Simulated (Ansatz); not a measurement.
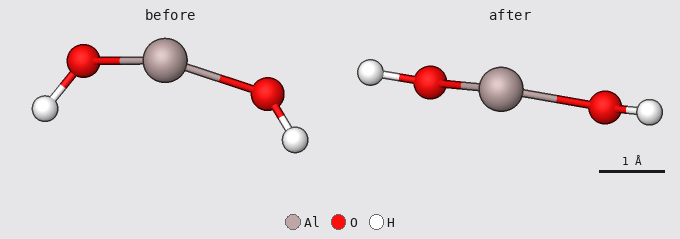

The structure of AlH2O2 (multiplicity 2) before (left) and after (right) a relaxation, at one scale.

A ball-and-stick model, seen at a tilt.

It is one of the separated products of a reaction.

Computed with UKS PBE0-D4/def2-TZVP (Ansatz). (force threshold 0.005 eV/Å; at most 200 steps)

Summarise the run.

After 9 accepted moves (10 points after the start) the energy has fallen by 6.24 kcal/mol. Largest force component: 1.1 eV/Å at the start, 0.0025 eV/Å at the end. The line search rejected the trial step at point 2 of the run. The atom that moves furthest after the best rigid fit is an H atom (0.61 Å). By element the largest moves are H 0.61 Å, Al 0.46 Å, O 0.37 Å. Among the contacts that change: Al–O 1.766 → 1.698 Å, Al–O 1.732 → 1.698 Å. Among the angles between lasting bonds that change: O–Al–O 119.8° → 116.4°, Al–O–H 119.2° → 122.4°. Groups turn about Al–O by about 85°, Al–O by about 55°.
